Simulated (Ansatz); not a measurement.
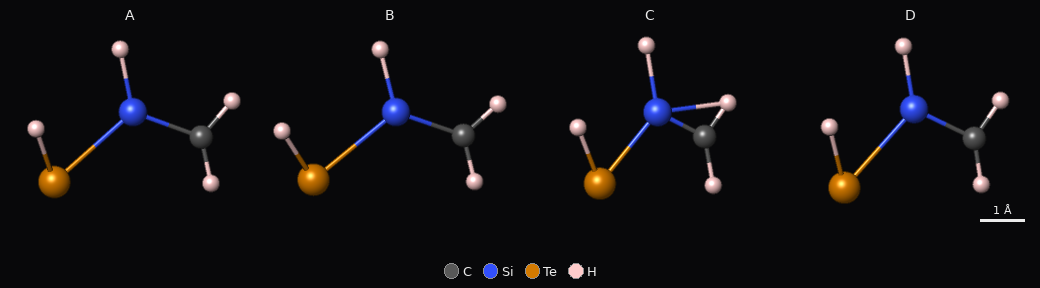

4 geometries from one relaxation of CH4SiTe, in shuffled order. Style: ball-and-stick. Shown at a tilt.

It is one of the separated reactants of a reaction.

Theory: RKS PBE-D4/def2-SVP in Ansatz 0.2.0. Settings: force threshold 0.03 eV/Å; at most 250 steps.

Q: Put them in the order of the run, from the start to the converged end.

A: C, D, A, B. They are steps 0, 2, 4, 10, at +250.7 kcal/mol, +32.5 kcal/mol, +3.89 kcal/mol relative to the last. The energy falls by 250.7 kcal/mol in 8 accepted moves (10 points after the start). The largest force component goes from 40 to 0.022 eV/Å. The line search rejected the trial steps at points 6, 9 of the run. The largest move after the best rigid fit is that of an H atom, 0.93 Å. By element the largest moves are H 0.93 Å, Te 0.63 Å, C 0.46 Å, Si 0.04 Å. Near-neighbour distances that change, for instance: C–Te 2.713 → 3.713 Å, H–Si 1.715 → 2.475 Å, C–Si 1.273 → 1.721 Å, Si–Te 2.131 → 2.491 Å. Bond angles that change, for instance: Si–Te–H 67.5° → 90.2°, Si–C–H 99.4° → 120.9°, C–Si–Te 102.7° → 122.6°.
